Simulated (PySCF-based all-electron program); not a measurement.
```xyz
8
charge 0, multiplicity 1
Al    0.0000    0.0000    0.0000
N     0.0000    0.0000    1.7756
H     1.5912    0.0000   -0.2520
H    -0.7956    1.3780   -0.2520
H    -0.7956   -1.3780   -0.2520
H     0.4773    0.8268    2.1460
H    -0.9547    0.0000    2.1460
H     0.4773   -0.8268    2.1460
```

Geometry: a fixed input geometry, not necessarily a minimum.

Describe the molecule in this file.

It has 8 atoms: 1 aluminium, 6 hydrogen and 1 nitrogen (AlH₆N). Coordination: 1 Al tetrahedral; 1 N tetrahedral.

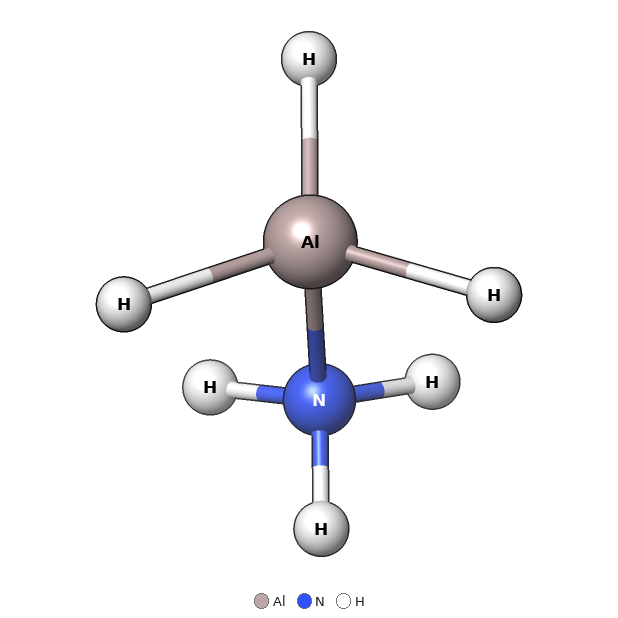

Source: calculation with PySCF-based all-electron program.
